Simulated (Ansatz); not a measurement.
# Sr2Hf (built on the sites of a database entry of HfBe2): following an unstable mode, part 3 of 3

Aim: this structure of Sr2Hf (built on the sites of a database entry of HfBe2) is to be tested for unstable modes, and one is followed downhill.

Ansatz 0.2.0; DFT PBEsol, scalar-relativistic, plane waves, PAW.

So far. Step 5 (Energy along the mode, all amplitudes (two of the runs …): The lowest of the steps tried is at 0.14 Å, 1.34 meV/atom below the parent; the bottom of the well need not coincide with a step. Step 7 (The new phase in its own primitive cell): The largest force component left is 0.66 meV/Å and the pressure is 0.003 GPa, within the tolerances set. The cell now holds 34.38 Å³/atom. The relaxed cell has a, b, c = 5.897, 6.942, 10.080 Å (conventional setting).

The structure was built from a prototype and need not be the compound's stable phase.

### 8. Modes of the new phase, k-mesh 8×8×8

A relaxed structure may still be a saddle point, so its zone-centre modes are computed. No field response is asked, since the mesh shows no gap.

Contents of input.yaml:

```yaml
crystal:
  lattice:
    - [-2.9482883109, 3.4709226875, 5.0398935177]
    - [2.9482883109, -3.4709226875, 5.0398935177]
    - [2.9482883109, 3.4709226875, -5.0398935177]
  atoms:
    - { symbol: Hf, position: [0.2970333513, 0.0, 0.2970333513] }
    - { symbol: Hf, position: [0.7029666487, 0.0, 0.7029666487] }
    - { symbol: Sr, position: [0.1669743987, 0.6669743987, 0.5] }
    - { symbol: Sr, position: [0.6688839644, 0.6688839644, 0.0] }
    - { symbol: Sr, position: [0.3311160356, 0.3311160356, 0.0] }
    - { symbol: Sr, position: [0.8330256013, 0.3330256013, 0.5] }
kpoints:
  mp_grid: { grid: [8, 8, 8] }
hamiltonian:
  xc: pbesol
scf:
  occupations: { method: methfessel_paxton, width: 0.2 }
output:
  eigenvalues: true
phonons:
  method: dfpt
```

The run is started by

```
$ ansatz run input.yaml --threads 8 --pin off --max-ram 14336MiB --backend cpu --events-out ev --progress --plain --runs-dir out
```

Numbers of over 12 decimals in the logs are rounded to 6 here.

Log:

```text
zone centre: on kpoints.mp_grid the ground state, and the responses unless they are solved on pairs of k-points, stand on 150 of the mesh's 512 k-points, reduced under 2 symmetry operations, with k and −k counted as one. Each operation leaves every solved displacement unchanged or reverses it
[...]
Crystal: 6 atoms, lattice volume = 206.299 Å³
Basis set: ecut = 420 eV, 4027 PW (Γ), exchange–correlation on 96×96×96 points (8 copies of the dense FFT grid, shifted against one another)
Bands: 56, of which v1, the nominal top of the filled ones, is band 46 counted from 1 (45 counted from 0)
Symmetry: 8 space group operations
k-points: 150 of 512 (irreducible under 2 space group operations, time reversal used)
[...]
SCF iter   1: F=—  HF=-45160.591624 eV  |F-HF|=—  |Δ(HF+E_count)|=         —  Δρ=6.08e-3  dr2=1.38e-1  ethr=1.77e-3  ⟨swp⟩=8.6  Hψ=35705  notcnv=0
[...]
SCF iter  12: F=-45160.577399 eV  HF=-45160.577399 eV  |F-HF|=1.46e-11  |Δ(HF+E_count)|=  2.18e-11  S|Δr|=    0.00e0  Δρ=1.76e-8  dr2=7.87e-13  ethr=1.00e-12  ⟨swp⟩=12.3  Hψ=48179  notcnv=0
SCF 1 converged in 12 iterations: F = -45160.577399 eV  dr2 = 7.87e-13
[...]
DFPT response loops at Γ: preconditioner auto → Kerker (q_TF=auto, 2.385 Å⁻¹) (partly filled bands, converged f_vac=0.000); β = 1.00, the filter's whole step (`scf.mixing.beta` (0.50) is not read by the response loops under this deck's `scf.mixing.preconditioner`; to damp them name `kerker` or `kerker_dos`, under which they read `scf.mixing.beta`, and type it under 1.00, their step now; both keys bind the ground state too); Broyden in place of MSR1
SCF converged after 12 iterations
[...]
Free energy (F): -45160.577399 eV
[...]
Internal energy: -45160.583720 eV  (E = F + TS)
E sigma→0 (E₀):  -45160.578979 eV
Entropy (-TS):   0.006321 eV (1.053 meV/atom)
Fermi energy:    9.712965 eV
[...]
--- Band table (eV; the first three rows and the last of 150) ---
  k-point 0: bands = [... 42 lower, 9.2282, 9.3240, 9.8367, 9.8572, 9.9640, 10.0692, 10.1017, 10.1048, ... 6 higher]
  k-point 1: bands = [... 42 lower, 9.2122, 9.4442, 9.6368, 9.8055, 9.8725, 9.9398, 10.1092, 10.1824, ... 6 higher]
  k-point 2: bands = [... 42 lower, 9.0822, 9.3143, 9.5519, 9.7675, 9.7997, 9.9651, 10.0127, 10.2447, ... 6 higher]
  k-point 149: bands = [... 42 lower, 8.5491, 8.9820, 8.9885, 9.0935, 9.1230, 9.9910, 10.1734, 10.4454, ... 6 higher]
--- Phonons (Γ-DFPT): 9 representative perturbations + reference, on 150 of 512 k-points (Σ response iterations 31) ---
  k mesh reduced under 2 symmetry operations, with k and −k counted as one. Each operation leaves every solved displacement unchanged or reverses it
  ASR residual: 2.641e-4 → 0.000e0 eV/Å²; symmetrization residual: 1.265e-5 eV/Å²
  ASR residual per site (eV/Å²): 2.27e-4 2.27e-4 2.64e-4 1.87e-4 1.87e-4 2.64e-4
  Γ frequencies (cm⁻¹): 0.00 0.00 0.00 4.91 20.73 45.45 65.16 66.74 74.83 84.19 85.35 91.88 108.92 131.38 133.55 133.92 134.92 135.85
  non-analytic LO–TO correction: not included (Born effective charges unavailable; polar crystals: no LO–TO splitting at Γ)
```

Run time: 3.4 min. Hardware: 8 threads of Intel Xeon Platinum 8488C (Sapphire Rapids), shared host; peak memory 5 GiB; 25 min of CPU time.

Numbers from this step:

* sum-rule residual before enforcement: 2.64e-4 eV/Å²
* point group: mmm
* highest optical mode at the zone centre (no LO-TO term): 135.8 cm⁻¹
* lowest optical zone-centre mode: 4.91 cm⁻¹

Patterns of degenerate modes are one choice out of their space. The modes at Γ (shares of kinetic energy by element, %):

```csv
mode,frequency (cm⁻¹),symmetry,Hf %,Sr %
1,0.0,acoustic,50,50
2,0.0,acoustic,50,50
3,0.0,acoustic,50,50
4,4.9,B3g,4,96
5,20.7,B2g,0,100
6,45.5,B3g,96,4
7,65.2,B1g,100,0
8,66.7,B1u,4,96
9,74.8,B3u,47,53
10,84.2,Ag,92,8
11,85.3,B1u,46,54
12,91.9,B2u,50,50
13,108.9,Ag,8,92
14,131.4,B3g,0,100
15,133.6,B2u,0,100
16,133.9,B2g,0,100
17,134.9,Ag,0,100
18,135.8,B3u,3,97
```

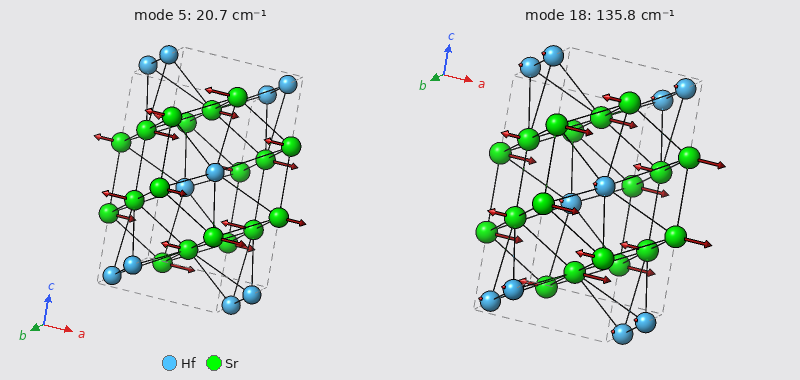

Displacement patterns of modes 5 and 18 at Γ; arrows are exaggerated. Some periodic images of atoms are drawn too.

Before it was imposed, the acoustic sum rule was missed by 2.6e-4 eV/Å². Small misses are needed for a sound result but don't prove that mesh and cutoff are converged. The lowest optical mode is real, 4.9 cm⁻¹.

### 9. The phases reached

The phases reached along the modes that were followed are set side by side.

Energies are those of the first relaxation, on the mesh of the frozen mode; space group, volume and gap are those of the last relaxation. Phases, by row:

```csv
mode frozen in,space group,energy from parent (meV/atom),volume (Å³/atom),gap on mesh (eV),lowest zone-centre optical mode (cm⁻¹),largest shift (Å)
parent,P6/mmm,0,33.15,0,–,–
"q = (0, -0.5, -0.5), 40i cm⁻¹",Imma,-3.33,33.24,0,-16.8,0.154
"q = (0, -0.5, -0.5), 26i cm⁻¹",Immm,-7.21,34.38,0,4.9,0.326
```

### 10. Summary of results

```yaml
unstable_mode_of_the_parent: q = (0, -0.5, -0.5), 26i cm⁻¹
depth_at_the_lowest_point_sampled: 1.34 meV/atom
largest_atomic_shift_at_that_point: 0.14 Å
space_group_reached_within_0p01_a: Immm
energy_gained_over_the_parent_first_relaxation_on_the_mesh_of_the_frozen_mode: 7.21 meV/atom
volume_per_atom_phase_reached: 34.4 Å³
lowest_optical_zone_centre_mode_phase_reached: 4.9 cm⁻¹
highest_optical_mode_at_the_zone_centre_no_lo_to_term_phase_reached: 136 cm⁻¹
```

In words: Along this mode the structure falls into Immm, 7.21 meV/atom below the parent. At the parent's cell the well is 1.342 meV/atom deep on the steps tried, with its lowest point at a shift of 0.14 Å. Relaxing atoms and cell changes the gain by +5.86 meV/atom against the lowest step (energies at zero smearing). Most of the total comes from this relaxation. The new phase has no imaginary mode at the zone centre of its cell; other wavevectors were not checked. Of the 2 patterns followed to their end from this parent, this one reaches the lowest energy. Each path keeps the symmetry of its pattern, so a lower phase may lie along a pattern not tried. With no gap, or one that is small against the smearing, the frequencies hang on the k mesh and the smearing, most of all near Kohn anomalies. An optical mode within 15 cm⁻¹ of zero is at the mercy of small errors in the force constants, and even its sign is uncertain. Spin-orbit coupling is left out, which can matter for the heavy elements here. A phonon run warned that its eigensolver left some bands unconverged in a pass. The starting cell was built on a prototype and not taken from a measurement, so the phase need not exist.

[Logs are printed without paths, hosts, clocks, repeated set-up lines and the standing remarks that a program may print on its own settings, such as how far it seeks lower states.]

[Hosts, paths, dates, database ids (printed as entryN), source tags and the programs' standing remarks are cut or masked in the printed files.]
